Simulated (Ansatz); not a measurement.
# CHAl₂+ (quintet): correlated methods under varied settings

Aim: run CHAl₂+ (quintet) at one geometry under a spread of methods and options, and see what each costs and gives.

Method: the settings change from run to run; program: Ansatz 0.2.0, Gaussian basis.

28 further runs of the same task are left out: 16 that didn't finish, 12 set aside as unsound or not needed.

## (1) What is computed

The geometry is a PBE0/def2-TZVP stationary point (not a proven minimum) of the parent state, kept for this charge and spin.

4 atoms, charge 1, spin multiplicity 5.

Atoms are counted from 1 here; the program's logs count them from 0.

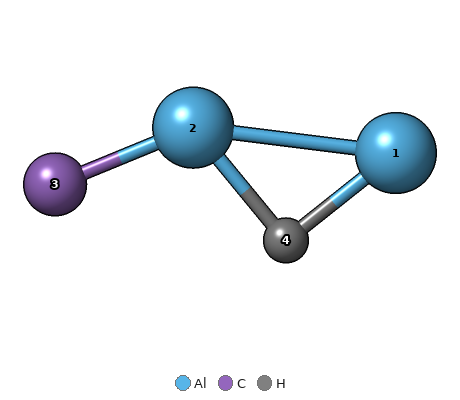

The geometry (aluminium blue, carbon purple, hydrogen grey); atoms are numbered from 1 in the order of the file.

## (2) CASCI(10,7)/STO-3G

Contents of in.yaml:

```yaml
crystal:
  periodic: [false, false, false]
  atoms:
    - {symbol: Al, position_ang: [0.000000, 0.095787, 1.875075]}
    - {symbol: Al, position_ang: [0.000000, -0.309421, -0.748437]}
    - {symbol: C, position_ang: [0.000000, 0.379708, -2.565554]}
    - {symbol: H, position_ang: [0.000000, 1.194137, 0.412395]}
basis:
  gaussian: {orbitals: STO-3G}
total_charge: 1
magnetization: {spin_polarized: false, initial_magnetization: 4}
correlation: {active_space: {window: {electrons: 10, orbitals: 7}, fixed_orbitals: true}}
scf: {lower_state_search: light}
```

The run is started by

```sh
$ ansatz run in.yaml --threads 1 --pin off --events-out ev --progress --plain --max-ram 2393MiB
```

What it wrote:

```text
Functional definition: HF
  name "HF"
  cite "Fock, Z. Phys. 61, 126 (1930) doi:10.1007/BF01340294"
  parent pbe
  exchange = exact_x
  correlation = 0
262 factors; integrals over basis functions are off by at most 1.0e-4 eV
mean field evaluation 1: about -14022.5489 eV, gradient 2.2e1 eV
mean field evaluation 2: about -14022.5687 eV, gradient 2.2e1 eV
mean field evaluation 4: about -14028.1753 eV, gradient 7.1e0 eV
mean field evaluation 8: about -14031.0093 eV, gradient 1.9e0 eV
mean field evaluation 16: about -14031.1801 eV, gradient 3.6e-6 eV
mean field evaluation 32: about -14029.0210 eV, gradient 8.8e0 eV
mean field -14031.18008168 eV, -515.6363573261 hartree, gradient 2.5e-6 eV, S^2 6.000000; 2 other end points of the search recorded, 0 dependent functions left out
reference -14031.18008168 eV, -515.6363573261 hartree; 18, 14 occupied and 6, 10 virtual orbitals, 262 factors
state -14031.18313466 eV, -515.6364695214 hartree
Total energy: -14031.18313466 eV, -515.6364695214 hartree
```

Run time: 1.4 s. Hardware: 1 thread of Intel Xeon at 2.50GHz, shared host.

From the report: 20 determinants; active occupations 2.00, 2.00, 2.00, 1.00, 1.00, 1.00, 1.00.

## (3) BCCD/STO-3G

in.yaml: that of step 2 with these lines changed.

```diff
@@ -10,4 +10,5 @@
 total_charge: 1
-magnetization: {spin_polarized: false, initial_magnetization: 4}
-correlation: {active_space: {window: {electrons: 10, orbitals: 7}, fixed_orbitals: true}}
-scf: {lower_state_search: light}
+magnetization: {spin_polarized: true, initial_magnetization: 4}
+hamiltonian: {xc: {name: PBE}}
+correlation: {method: bccd, electrons: outside_noble_gas}
+scf: {lower_state_search: off}
```

Launched as before.

What it wrote, shortened:

```text
Functional definition: PBE
  name "PBE"
  cite "Perdew, Burke & Ernzerhof, Phys. Rev. Lett. 77, 3865 (1996) doi:10.1103/PhysRevLett.77.3865"
  parent pbe
[...]
262 factors; integrals over basis functions are off by at most 1.0e-4 eV
[...]
mean field -14051.83414922 eV, -516.3953803084 hartree, gradient 1.1e-6 eV, S^2 6.002927; 0 other end points of the search recorded, 0 dependent functions left out
11 core orbitals not correlated: weight in the atoms' cores, before any rotation towards them, 0.999 or more for the frozen orbitals, at most 0.001 for the correlated occupied ones
reference -14029.95194574 eV, -515.5912241628 hartree; 7, 3 occupied and 6, 10 virtual orbitals, 262 factors
second order -2.10039955 eV of doubles, -0.57170607 eV of singles
cycle   1  -3.08053482 eV  change   -4.1e-1 eV  update   1.1e-1
[...]
cycle  16  -3.47302104 eV  change    3.1e-6 eV  update   8.0e-6
Total energy: -14033.42496678 eV, -515.7188553319 hartree
Checks for a lower state left out: stability, starts, cluster_reference, orbital_swaps, neighbouring_geometries, increment
```

Run time: 2.1 s. Hardware: 1 thread of Intel Xeon at 2.50GHz, shared host.

From the report: ⟨S²⟩ of the determinant 6.003 (pure quintet: 6.00); correlation -3.4730 eV; largest double amplitude 0.06.

## (4) MRCISD+Q(4,6)/STO-3G

in.yaml: that of step 3 with these lines changed.

```diff
@@ -10,5 +10,4 @@
 total_charge: 1
-magnetization: {spin_polarized: true, initial_magnetization: 4}
-hamiltonian: {xc: {name: PBE}}
-correlation: {method: bccd, electrons: outside_noble_gas}
-scf: {lower_state_search: off}
+magnetization: {spin_polarized: false, initial_magnetization: 4}
+correlation: {method: fic_mrcisd_q, electrons: valence, active_space: {window: {electrons: 4, orbitals: 6}, states: [{multiplicity: 5, weights: [0.5, 1, 1]}]}}
+scf: {lower_state_search: full}
```

Same command.

What it wrote, shortened:

```text
Functional definition: HF
  name "HF"
  cite "Fock, Z. Phys. 61, 126 (1930) doi:10.1007/BF01340294"
  parent pbe
[...]
405 factors; integrals over basis functions are off by at most 3.3e-8 eV
[...]
mean field -14031.18015458 eV, -515.6363600054 hartree, gradient 1.2e-6 eV, S^2 6.000000; 7 other end points of the search recorded, 0 dependent functions left out
reference -14031.18015458 eV, -515.6363600054 hartree; 18, 14 occupied and 6, 10 virtual orbitals, 405 factors
state -14030.63985753 eV, -515.6165044548 hartree
state -14026.60468541 eV, -515.4682146147 hartree
state -14025.89135967 eV, -515.4420003772 hartree
contracted CI cycle   1: correlation 0.00000000 eV, 0.0000000000 hartree, residual 8.00e0 eV
contracted CI cycle   2: correlation -2.53131574 eV, -0.0930241376 hartree, residual 2.29e0 eV
[...]
contracted CI cycle   8: correlation -2.59013962 eV, -0.0951858754 hartree, residual 6.74e-2 eV
contracted CI cycle   9: correlation -2.59038921 eV, -0.0951950477 hartree, residual 4.05e-2 eV
contracted CI cycle  10: correlation -2.59046962 eV, -0.0951980028 hartree, residual 1.99e-2 eV
contracted CI cycle  11: correlation -2.59048619 eV, -0.0951986117 hartree, residual 9.10e-3 eV
contracted CI cycle  12: correlation -2.59048996 eV, -0.0951987501 hartree, residual 4.36e-3 eV
contracted CI cycle  13: correlation -2.59049080 eV, -0.0951987810 hartree, residual 1.93e-3 eV
contracted CI cycle  14: correlation -2.59049097 eV, -0.0951987874 hartree, residual 9.84e-4 eV
contracted CI cycle  15: correlation -2.59049101 eV, -0.0951987889 hartree, residual 5.00e-4 eV
contracted CI cycle  16: correlation -2.59049102 eV, -0.0951987893 hartree, residual 2.22e-4 eV
state -14025.89135967 eV, -515.4420003772 hartree; corrected -14029.02566876 eV, -515.5571841117 hartree
Total energy: -14030.18233702 eV, -515.5996908862 hartree
```

It took 6.5 s on 1 thread of Intel Xeon at 2.50GHz, shared host.

From the report: 8 determinants; active occupations (of the averaged states) 1.00, 1.00, 0.80, 0.60, 0.59, 0.01.

## (5) CCSD on ROHF/cc-pVDZ

Contents of in.yaml:

```yaml
crystal:
  periodic: [false, false, false]
  atoms:
    - {symbol: Al, position_ang: [0.000000, 0.095787, 1.875075]}
    - {symbol: Al, position_ang: [0.000000, -0.309421, -0.748437]}
    - {symbol: C, position_ang: [0.000000, 0.379708, -2.565554]}
    - {symbol: H, position_ang: [0.000000, 1.194137, 0.412395]}
basis:
  gaussian: {orbitals: cc-pVDZ}
total_charge: 1
magnetization: {spin_polarized: false, initial_magnetization: 4}
correlation: {method: ccsd, electrons: outside_noble_gas}
scf: {lower_state_search: off}
```

The command is unchanged.

What it wrote, shortened:

```text
Functional definition: HF
  name "HF"
  cite "Fock, Z. Phys. 61, 126 (1930) doi:10.1007/BF01340294"
  parent pbe
[...]
539 factors; integrals over basis functions are off by at most 1.2e-3 eV
[...]
mean field -14200.12286322 eV, -521.8448900342 hartree, gradient 2.3e-6 eV, S^2 6.000000; 0 other end points of the search recorded, 0 dependent functions left out
11 core orbitals not correlated: weight in the atoms' cores, before any rotation towards them, 1.000 or more for the frozen orbitals, at most 0.000 for the correlated occupied ones
reference -14200.12286322 eV, -521.8448900342 hartree; 7, 3 occupied and 37, 41 virtual orbitals, 539 factors
second order -3.76320883 eV of doubles, -0.05621712 eV of singles
cycle   1  -4.58230897 eV  change   -7.6e-1 eV  update   9.1e-2
[...]
cycle  17  -4.99082278 eV  change   -1.0e-5 eV  update   8.0e-6
Total energy: -14205.11368599 eV, -522.0282993884 hartree
Checks for a lower state left out: stability, starts, cluster_reference, orbital_swaps, neighbouring_geometries, increment
```

It took 3.2 s on 1 thread of Intel Xeon at 2.50GHz, shared host.

From the report: correlation -4.9908 eV; T1 0.039; largest double amplitude 0.06.

## (6) CCSD(T)/cc-pVDZ

in.yaml: that of step 5 with these lines changed.

```diff
@@ -10,4 +10,6 @@
 total_charge: 1
-magnetization: {spin_polarized: false, initial_magnetization: 4}
-correlation: {method: ccsd, electrons: outside_noble_gas}
+magnetization: {spin_polarized: true, initial_magnetization: 4}
+hamiltonian: {xc: {name: PBE0}}
+correlation: {method: ccsd_t, electrons: outside_noble_gas, diis_vectors: 1}
 scf: {lower_state_search: off}
+output: {forces: true}
```

Same command.

What it wrote, shortened:

```text
Functional definition: PBE0
  name "PBE0"
  cite "Adamo & Barone, J. Chem. Phys. 110, 6158 (1999) doi:10.1063/1.478522"
  cite "Perdew, Burke & Ernzerhof, Phys. Rev. Lett. 77, 3865 (1996) doi:10.1103/PhysRevLett.77.3865"
  parent pbe
[...]
539 factors; integrals over basis functions are off by at most 1.2e-3 eV
[...]
mean field -14224.65689800 eV, -522.7464991829 hartree, gradient 4.6e-6 eV, S^2 6.018590; 0 other end points of the search recorded, 0 dependent functions left out
11 core orbitals not correlated: weight in the atoms' cores, before any rotation towards them, 1.000 or more for the frozen orbitals, at most 0.000 for the correlated occupied ones
reference -14199.80756342 eV, -521.8333029805 hartree; 7, 3 occupied and 37, 41 virtual orbitals, 539 factors
second order -4.08016358 eV of doubles, -0.22518796 eV of singles
cycle   1  -4.90287442 eV  change   -6.0e-1 eV  update   8.2e-2
[...]
cycle  58  -5.21625086 eV  change   -5.5e-8 eV  update   2.1e-7
perturbative correction -0.17689073 eV, -0.0065006143 hartree
[...]
Total energy: -14205.20070501 eV, -522.0314972782 hartree
Atom 0 at     0.000000     0.095787     1.875075 Å, force     0.000000    -0.351525     1.584884 eV/Å
Atom 1 at     0.000000    -0.309421    -0.748437 Å, force     0.000000     1.490354    -0.872963 eV/Å
Atom 2 at     0.000000     0.379708    -2.565554 Å, force     0.000000    -0.483156     0.463142 eV/Å
Atom 3 at     0.000000     1.194137     0.412395 Å, force    -0.000000    -0.655673    -1.175063 eV/Å
Dipole moment:     0.000000    -0.151943     0.426503 e Å
Checks for a lower state left out: starts, cluster_reference, orbital_swaps, neighbouring_geometries, increment
```

Run time: 25 s. Hardware: 1 thread of Intel Xeon at 2.50GHz, shared host.

From the report: ⟨S²⟩ of the determinant 6.019 (pure quintet: 6.00); correlation -5.3931 eV; T1 0.022; largest double amplitude 0.06. The orbitals are Kohn-Sham ones, so correlation energy and T1 don't compare with those on Hartree-Fock orbitals.

## (7) BCCD/6-31G*

Contents of in.yaml:

```yaml
crystal:
  periodic: [false, false, false]
  atoms:
    - {symbol: Al, position_ang: [0.000000, 0.095787, 1.875075]}
    - {symbol: Al, position_ang: [0.000000, -0.309421, -0.748437]}
    - {symbol: C, position_ang: [0.000000, 0.379708, -2.565554]}
    - {symbol: H, position_ang: [0.000000, 1.194137, 0.412395]}
basis:
  gaussian: {orbitals: "6-31G*"}
total_charge: 1
magnetization: {spin_polarized: false, initial_magnetization: 4}
hamiltonian: {xc: {name: PBE0}}
correlation: {method: bccd, electrons: valence}
scf: {lower_state_search: off}
```

The command is unchanged.

What it wrote, shortened:

```text
Functional definition: PBE0
  name "PBE0"
  cite "Adamo & Barone, J. Chem. Phys. 110, 6158 (1999) doi:10.1063/1.478522"
  cite "Perdew, Burke & Ernzerhof, Phys. Rev. Lett. 77, 3865 (1996) doi:10.1103/PhysRevLett.77.3865"
  parent pbe
[...]
504 factors; integrals over basis functions are off by at most 8.2e-4 eV
[...]
mean field -14223.73495089 eV, -522.7126182514 hartree, gradient 3.3e-6 eV, S^2 6.000000; 0 other end points of the search recorded, 0 dependent functions left out
11 core orbitals not correlated: weight in the atoms' cores, before any rotation towards them, 1.000 or more for the frozen orbitals, at most 0.000 for the correlated occupied ones
reference -14198.72779137 eV, -521.7936220897 hartree; 7, 3 occupied and 37, 41 virtual orbitals, 504 factors
second order -3.93988859 eV of doubles, -0.28758911 eV of singles
cycle   1  -4.76740663 eV  change   -5.4e-1 eV  update   8.4e-2
[...]
cycle  16  -5.06076588 eV  change    2.4e-6 eV  update   5.2e-6
Total energy: -14203.78855726 eV, -521.9796018055 hartree
Checks for a lower state left out: stability, starts, cluster_reference, orbital_swaps, neighbouring_geometries, increment
```

Wall time 6.5 s (1 thread of Intel Xeon at 2.50GHz, shared host).

From the report: correlation -5.0608 eV; largest double amplitude 0.06.

## (8) CASSCF(4,5)/STO-3G

in.yaml: that of step 7 with these lines changed.

```diff
@@ -8,7 +8,7 @@
 basis:
-  gaussian: {orbitals: "6-31G*"}
+  gaussian: {orbitals: STO-3G}
 total_charge: 1
 magnetization: {spin_polarized: false, initial_magnetization: 4}
-hamiltonian: {xc: {name: PBE0}}
-correlation: {method: bccd, electrons: valence}
+correlation: {active_space: {window: {electrons: 4, orbitals: 5}}}
 scf: {lower_state_search: off}
+output: {forces: true}
```

Same command.

What it wrote, shortened:

```text
Functional definition: HF
  name "HF"
  cite "Fock, Z. Phys. 61, 126 (1930) doi:10.1007/BF01340294"
  parent pbe
[...]
262 factors; integrals over basis functions are off by at most 1.0e-4 eV
[...]
mean field -14031.18008168 eV, -515.6363573261 hartree, gradient 2.5e-6 eV, S^2 6.000000; 0 other end points of the search recorded, 0 dependent functions left out
reference -14031.18008168 eV, -515.6363573261 hartree; 18, 14 occupied and 6, 10 virtual orbitals, 262 factors
state -14031.18008168 eV, -515.6363573261 hartree
[...]
Total energy: -14031.18008168 eV, -515.6363573261 hartree
Atom 0 at     0.000000     0.095787     1.875075 Å, force     0.000000     0.193821     1.496940 eV/Å
Atom 1 at     0.000000    -0.309421    -0.748437 Å, force     0.000000     3.338691    -2.167327 eV/Å
Atom 2 at     0.000000     0.379708    -2.565554 Å, force    -0.000000    -1.101670     2.364810 eV/Å
Atom 3 at     0.000000     1.194137     0.412395 Å, force    -0.000000    -2.430842    -1.694423 eV/Å
Dipole moment:    -0.000000    -0.356584     0.693472 e Å
Checks for a lower state left out: stability, starts, cluster_reference, orbital_swaps, neighbouring_geometries, increment
```

It took 0.64 s on 1 thread of Intel Xeon at 2.50GHz, shared host.

From the report: 5 determinants; active occupations 1.00, 1.00, 1.00, 1.00, 0.00. With so small a space the active step adds no correlation: the energy is the mean field's.

## (9) CCSD(T) on UHF/def2-SVP

Contents of in.yaml:

```yaml
crystal:
  periodic: [false, false, false]
  atoms:
    - {symbol: Al, position_ang: [0.000000, 0.095787, 1.875075]}
    - {symbol: Al, position_ang: [0.000000, -0.309421, -0.748437]}
    - {symbol: C, position_ang: [0.000000, 0.379708, -2.565554]}
    - {symbol: H, position_ang: [0.000000, 1.194137, 0.412395]}
basis:
  gaussian: {orbitals: def2-SVP}
total_charge: 1
magnetization: {spin_polarized: true, initial_magnetization: 4}
correlation: {method: ccsd_t, electrons: valence, diis_vectors: 1}
output: {forces: true}
```

The command is unchanged.

What it wrote, shortened:

```text
Functional definition: HF
  name "HF"
  cite "Fock, Z. Phys. 61, 126 (1930) doi:10.1007/BF01340294"
  parent pbe
[...]
514 factors; integrals over basis functions are off by at most 1.1e-3 eV
[...]
mean field -14195.00297065 eV, -521.6567374529 hartree, gradient 7.6e-6 eV, S^2 6.143136; 11 other end points of the search recorded, 0 dependent functions left out
determinant -14195.00297065 eV, -521.6567374529 hartree, with singles and doubles -14199.61881653 eV, -521.8263666601 hartree
determinant -14194.00624736 eV, -521.6201085474 hartree, with singles and doubles -14198.92533114 eV, -521.8008815420 hartree
determinant -14192.96014421 eV, -521.5816649657 hartree, with singles and doubles -14197.42266517 eV, -521.7456595862 hartree
determinant -14192.64120387 eV, -521.5699441244 hartree, with singles and doubles -14197.28820062 eV, -521.7407181051 hartree
[...]
11 core orbitals not correlated: weight in the atoms' cores, before any rotation towards them, 1.000 or more for the frozen orbitals, at most 0.000 for the correlated occupied ones
reference -14195.00297065 eV, -521.6567374529 hartree; 7, 3 occupied and 37, 41 virtual orbitals, 514 factors
second order -3.47458649 eV of doubles, -0.00000000 eV of singles
cycle   1  -4.61662346 eV  change   -7.8e-4 eV  update   5.1e-3
[...]
cycle  67  -4.62390482 eV  change   -8.6e-8 eV  update   2.9e-7
perturbative correction -0.15085695 eV, -0.0055438906 hartree
[...]
Total energy: -14199.77773242 eV, -521.8322067115 hartree
Atom 0 at     0.000000     0.095787     1.875075 Å, force    -0.000000    -0.251999     1.092000 eV/Å
Atom 1 at     0.000000    -0.309421    -0.748437 Å, force     0.000000     1.741594    -0.980158 eV/Å
Atom 2 at     0.000000     0.379708    -2.565554 Å, force    -0.000000    -0.640541     0.929633 eV/Å
Atom 3 at     0.000000     1.194137     0.412395 Å, force     0.000000    -0.849054    -1.041475 eV/Å
Dipole moment:    -0.000000    -0.164248     0.463691 e Å
```

Run time: 41 s. Hardware: 1 thread of Intel Xeon at 2.50GHz, shared host.

From the report: ⟨S²⟩ of the determinant 6.143 (pure quintet: 6.00); correlation -4.7748 eV; T1 0.052; largest double amplitude 0.06.

## (10) CASCI(8,6)/STO-3G

Contents of in.yaml:

```yaml
crystal:
  periodic: [false, false, false]
  atoms:
    - {symbol: Al, position_ang: [0.000000, 0.095787, 1.875075]}
    - {symbol: Al, position_ang: [0.000000, -0.309421, -0.748437]}
    - {symbol: C, position_ang: [0.000000, 0.379708, -2.565554]}
    - {symbol: H, position_ang: [0.000000, 1.194137, 0.412395]}
basis:
  gaussian: {orbitals: STO-3G}
total_charge: 1
magnetization: {spin_polarized: false, initial_magnetization: 4}
correlation: {active_space: {window: {electrons: 8, orbitals: 6}, fixed_orbitals: true}}
accuracy: high
```

The command is unchanged.

What it wrote:

```text
Functional definition: HF
  name "HF"
  cite "Fock, Z. Phys. 61, 126 (1930) doi:10.1007/BF01340294"
  parent pbe
  exchange = exact_x
  correlation = 0
417 factors; integrals over basis functions are off by at most 2.9e-9 eV
mean field evaluation 1: about -14022.5371 eV, gradient 2.2e1 eV
mean field evaluation 2: about -14022.5668 eV, gradient 2.2e1 eV
mean field evaluation 4: about -14028.1742 eV, gradient 7.1e0 eV
mean field evaluation 8: about -14031.0104 eV, gradient 1.9e0 eV
mean field evaluation 16: about -14031.1802 eV, gradient 7.7e-5 eV
mean field evaluation 32: about -14031.1802 eV, gradient 2.6e-8 eV
mean field evaluation 64: about -14031.1624 eV, gradient 1.2e-1 eV
mean field -14031.18015459 eV, -515.6363600056 hartree, gradient 2.5e-8 eV, S^2 6.000000; 2 other end points of the search recorded, 0 dependent functions left out
reference -14031.18015459 eV, -515.6363600056 hartree; 18, 14 occupied and 6, 10 virtual orbitals, 417 factors
state -14031.18039655 eV, -515.6363688975 hartree
Total energy: -14031.18039655 eV, -515.6363688975 hartree
```

It took 1 s on 1 thread of Intel Xeon at 2.50GHz, shared host.

From the report: 10 determinants; active occupations 2.00, 2.00, 1.00, 1.00, 1.00, 1.00.

## (11) The runs in one table

Where basis and cores are those of an earlier UCCSDT(Q)/cc-pVDZ run (-14205.3298 eV), and the state is the same kind, the miss against it is given.

```
                                        level         correlated  functions  energy (eV)  from UCCSDT(Q) (meV)    time
                           CASCI(10,7)/STO-3G                            24  -14031.1831                         1.4 s
                BCCD/STO-3G (on PBE orbitals)  outside noble gas         24  -14033.4250                         2.1 s
MRCISD+Q(4,6)/STO-3G (mean of several states)            valence         24  -14030.1823                         6.5 s
                         CCSD on ROHF/cc-pVDZ  outside noble gas         55  -14205.1137                 216.1   3.2 s
           CCSD(T)/cc-pVDZ (on PBE0 orbitals)  outside noble gas         55  -14205.2007                 129.1    25 s
               BCCD/6-31G* (on PBE0 orbitals)            valence         55  -14203.7886                         6.5 s
                           CASSCF(4,5)/STO-3G                            24  -14031.1801                        0.64 s
                      CCSD(T) on UHF/def2-SVP            valence         55  -14199.7777                          41 s
                            CASCI(8,6)/STO-3G                            24  -14031.1804                           1 s
```

## (12) What came out

```
quantity                          value
    runs                              9
quickest     CASSCF(4,5)/STO-3G, 0.64 s
 slowest  CCSD(T) on UHF/def2-SVP, 41 s
```

**Reading.** Total energies in different bases, with other cores or another treatment of relativity can't be set against each other. CCSD(T) on UHF/def2-SVP took 64 times as long as CASSCF(4,5)/STO-3G; the jobs differ in more than the method. Among the correlated runs with a miss given, it spans +129 to +216 meV. Cores frozen from Kohn-Sham orbitals shift the total energy.
